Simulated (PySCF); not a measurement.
# In₃: relaxation and vibrations of the quartet

Where does quartet In₃ go from a obtuse triangle start, is the end point a minimum, and what are its modes, charges and moments?

Program: PySCF 2.14.0. Level of theory: PBE0, basis In def2-TZVP with ECP28, scalar-relativistic core potentials, no spin–orbit coupling, density fitting. These are calculated values, not measurements.

## (1) The system as given

3 atoms, charge 0, spin multiplicity 4.

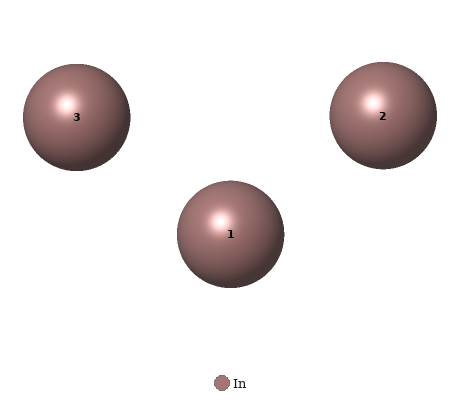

The starting geometry (indium brown); atoms are numbered from 1 in the order of the file.

Coordinates in bohr (charge 0 multiplicity 4):
```
In    0.0000    0.0000    0.0000
In    4.1861    3.2201    0.0000
In   -4.1861    3.2201    0.0000
```

## (2) Finding the electronic state

The steps below are one call of a driver around PySCF. For each, scf.py gives the equivalent set-up of the SCF; relaxations use the driver's own optimiser. After this first run the driver tries any further starts and a stability analysis.

Input file scf.py:

```python
from pyscf import gto, scf, dft
mol = gto.M(atom='''
In     0.000000     0.000000     0.000000
In     2.215200     1.704000     0.000000
In    -2.215200     1.704000     0.000000''',
    basis={'In': 'def2-TZVP'},
    ecp={'In': 'def2-TZVP'},
    charge=0, spin=3)
mf = dft.UKS(mol, xc='PBE0')
mf.grids.atom_grid = (50, 194)
aux = {'In': 'def2-universal-JKFIT'}
mf = mf.density_fit(auxbasis=aux)
mf.conv_tol = 1e-08
mf.diis_space = 10
mf.max_cycle = 60
mf.init_guess = 'huckel'
mf.verbose = 4
mf.kernel()
```

The run is started by

```
> OMP_NUM_THREADS=4 python axn.py task.json out
```

Output:

```text
init E= -570.082560078839
[... the frontier-level lines of each cycle are left out ...]
cycle= 1 E= -570.119657133941  delta_E= -0.0371  |g|= 0.764  |ddm|= 2.75
cycle= 2 E= -569.740579593241  delta_E= 0.379  |g|= 1.13  |ddm|= 3.13
cycle= 3 E= -570.433315686113  delta_E= -0.693  |g|= 0.114  |ddm|= 1.84
cycle= 4 E= -570.436253281191  delta_E= -0.00294  |g|= 0.0799  |ddm|= 0.296
cycle= 5 E= -570.440055911404  delta_E= -0.0038  |g|= 0.0178  |ddm|= 0.156
cycle= 6 E= -570.440333881958  delta_E= -0.000278  |g|= 0.00479  |ddm|= 0.0402
cycle= 7 E= -570.440437911256  delta_E= -0.000104  |g|= 0.00223  |ddm|= 0.0345
cycle= 8 E= -570.440458842201  delta_E= -2.09e-05  |g|= 0.00127  |ddm|= 0.0145
cycle= 9 E= -570.440462591596  delta_E= -3.75e-06  |g|= 0.000499  |ddm|= 0.00672
cycle= 10 E= -570.440463209652  delta_E= -6.18e-07  |g|= 0.000135  |ddm|= 0.00329
cycle= 11 E= -570.440463249275  delta_E= -3.96e-08  |g|= 3.16e-05  |ddm|= 0.000799
cycle= 12 E= -570.44046325117  delta_E= -1.89e-09  |g|= 1.31e-05  |ddm|= 0.000151
Extra cycle  E= -570.440463251388  delta_E= -2.18e-10  |g|= 1.04e-05  |ddm|= 5.34e-05
converged SCF energy = -570.440463251388  <S^2> = 3.7553896  2S+1 = 4.0026939
```

This step, with its further starts and checks, ran for 26 s (4 threads of Arm Neoverse V1, shared host).

The starts that the driver tried:

| start | energy (Eh) |
| --- | --- |
| the minimal-basis guess | -570.440463 |
| a thermally smeared density | -570.440463 |
| a smeared PBE density | -570.440463 |

The test of internal stability and the other starts found no lower solution of this spin.

## (3) Obtuse triangle start, quartet: relaxation

The program finds C2v symmetry in the start, which this walk keeps. Threshold on the gradient: 0.0003 Eh/bohr, with a further test on the energy change.

Edit scf.py of step 2 so:

```diff
@@ -3,3 +3,3 @@
-In     0.000000     0.000000     0.000000
-In     2.215200     1.704000     0.000000
-In    -2.215200     1.704000     0.000000''',
+In     0.000000    -1.136000     0.000000
+In     2.215200     0.568000     0.000000
+In    -2.215200     0.568000     0.000000''',
@@ -16 +15,0 @@
-mf.init_guess = 'huckel'
```

Steps of the walk:

```csv
step,energy (Eh),change (kJ/mol),largest symmetric gradient (Eh/bohr)
0,-570.440463,0.00,0.01031
1,-570.441305,-2.21,0.00741
2,-570.442521,-5.40,0.00177
3,-570.442814,-6.17,0.00305
4,-570.443515,-8.01,0.00579
5,-570.444038,-9.39,0.00721
6,-570.446059,-14.69,0.00490
7,-570.446421,-15.64,0.00258
8,-570.446504,-15.86,0.00038
9,-570.446506,-15.86,0.00009
```

The walk took 48 s.

Positions (Å) and forces (eV/Å) along the way:

```
step 0
In   0.000  -1.136   0.000   0.000  -0.530   0.000
In   2.215   0.568   0.000   0.235   0.265   0.000
In  -2.215   0.568   0.000  -0.235   0.265   0.000
step 1
In   0.000  -1.172   0.000   0.000  -0.381   0.000
In   2.210   0.586   0.000   0.133   0.191   0.000
In  -2.210   0.586   0.000  -0.133   0.191   0.000
step 5
In   0.000  -1.546   0.000   0.000   0.371   0.000
In   1.962   0.773   0.000  -0.308  -0.185   0.000
In  -1.962   0.773   0.000   0.308  -0.185   0.000
step 9
In   0.000  -1.566   0.000   0.000  -0.001   0.000
In   1.752   0.783   0.000  -0.004   0.000   0.000
In  -1.752   0.783   0.000   0.004   0.000   0.000
```

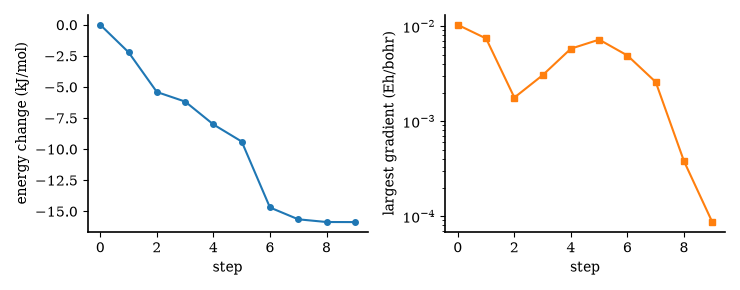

How energy and gradient fall.

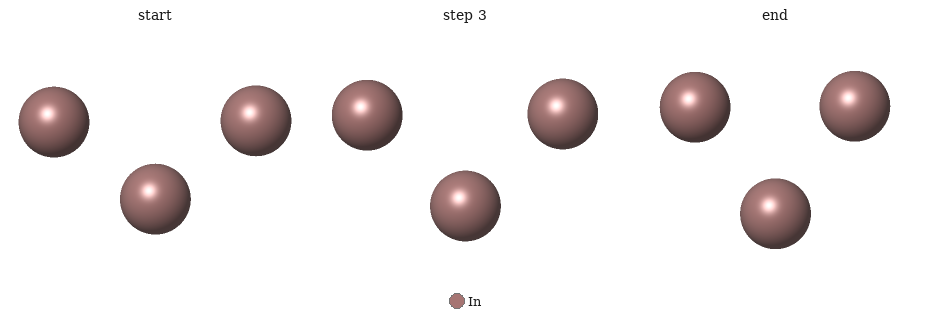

The geometry along the walk, at one scale.

End point (C2v, 9 steps, 15.9 kJ/mol gained): In–In 2.930 Å (×2); In–In–In 73.4°.

## (4) Is it a minimum? Harmonic modes

The point is checked on the finer grid, and tightened if its gradient asks for it. The Hessian and the dipole derivatives come from central differences of analytic gradients, with steps of 0.02 bohr.

Edit scf.py of step 3 so:

```diff
@@ -3,3 +3,3 @@
-In     0.000000    -1.136000     0.000000
-In     2.215200     0.568000     0.000000
-In    -2.215200     0.568000     0.000000''',
+In     0.000000    -1.560497     0.000000
+In     1.758700     0.780249     0.000000
+In    -1.758700     0.780249     0.000000''',
@@ -10 +10 @@
-mf.grids.atom_grid = (50, 194)
+mf.grids.atom_grid = (75, 302)
@@ -13 +13 @@
-mf.conv_tol = 1e-08
+mf.conv_tol = 1e-10
```

This SCF starts from the last density.

Log of the central SCF (cycles and frontier levels):

```text
init E= -570.446303562764
[... the frontier-level lines of each cycle are left out ...]
cycle= 1 E= -570.446303562733  delta_E= 3.1e-11  |g|= 9.01e-06  |ddm|= 2.87e-05
Extra cycle  E= -570.446303562614  delta_E= 1.19e-10  |g|= 1.6e-05  |ddm|= 4.88e-05
converged SCF energy = -570.446303562614  <S^2> = 3.7563045  2S+1 = 4.003151
```

The whole step took 79 s.

Geometry: C2v; In–In 2.928 Å (×2); In–In–In 73.8°.

Harmonic modes (main isotopes):

| symmetry | ω (cm⁻¹) | IR (km/mol) | type |
| --- | --- | --- | --- |
| a1 | 43 | 0.3 | bend |
| b2 | 116 | 5.7 | stretch |
| a1 | 125 | 0.4 | stretch |

Every mode is real; the point is a minimum.

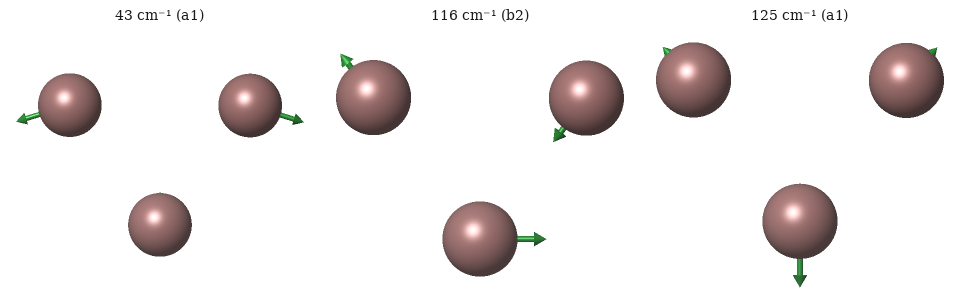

Displacements of 3 of the modes, as arrows (one member where a mode is degenerate).

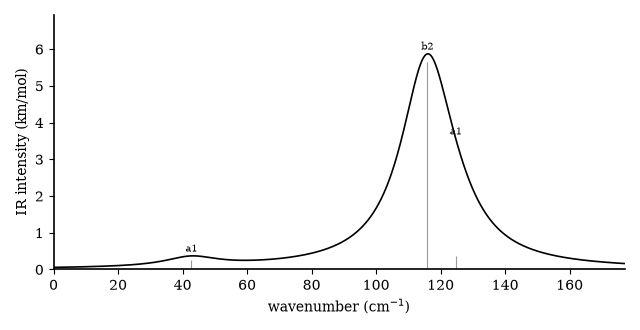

The harmonic infrared spectrum (widths in cm⁻¹). Lines are broadened to a width of 20 cm⁻¹ (Lorentzian).

Constants and moments:

| Item | Value |
| --- | --- |
| Dipole moment | 0.57 D |
| Highest occupied level | -4.38 eV |
| Lowest empty level | -2.55 eV |
| Rotational constants | 0.04016, 0.02372, 0.01491 cm⁻¹ |
| Zero-point energy | 1.7 kJ/mol |
| Principal polarisabilities | 108.9, 206.7, 259.1 bohr³ |
| Atomisation energy without zero-point energy | 274 kJ/mol |
| Principal traceless quadrupole moments about the centre of mass | -0.41, -0.20, 0.61 D Å |
| Entropy at 298.15 K and 1 bar (electronic part: spin only) | 365.0 J/(mol K) |
| Heat capacity Cp at 298.15 K | 57.7 J/(mol K) |
| Enthalpy at 298.15 K above 0 K | 15.81 kJ/mol |
| Rotational symmetry number | 2 |
| Spin squared ⟨S²⟩ | 3.756 |

Charges (e) and bond orders:

| atom | Mulliken | Löwdin | polar tensor | spin (Mulliken) | Mayer order to In1 |
| --- | --- | --- | --- | --- | --- |
| In1 | -0.11 | -0.14 | -0.23 | 1.15 | – |
| In2,3 | 0.05 | 0.07 | 0.11 | 0.92 | 0.93 |

Mulliken populations on In1 (outside its core potential): s 3.79, p 7.26, d 10.05, f 0.01.

## (5) What came out

| quantity | value |
| --- | --- |
| minimum | quartet, C2v |
| geometry | In–In 2.928 Å (×2); In–In–In 73.8° |
| wavenumbers (cm⁻¹) | 43 (a1), 116 (b2), 125 (a1) |
| dipole moment | 0.57 D |
| highest occupied, lowest empty level (either spin) | -4.38, -2.55 eV |
| polar-tensor charge of In1 | -0.23 e |
| zero-point energy | 1.7 kJ/mol |
| entropy at 298.15 K | 365.0 J/(mol K) |
| atomisation energy (no zero-point energy) | 274 kJ/mol |
| ⟨S²⟩ | 3.756 |

**Reading.** The molecule stays C2v, as typed, and the end point is a minimum. The strongest infrared band lies at 116 cm⁻¹ (b2, stretch). Only this shape and spin were tried, so other structures or states may lie lower. Spin–orbit coupling, left out here, can matter for elements this heavy.

The search up to here took 2.5 min.
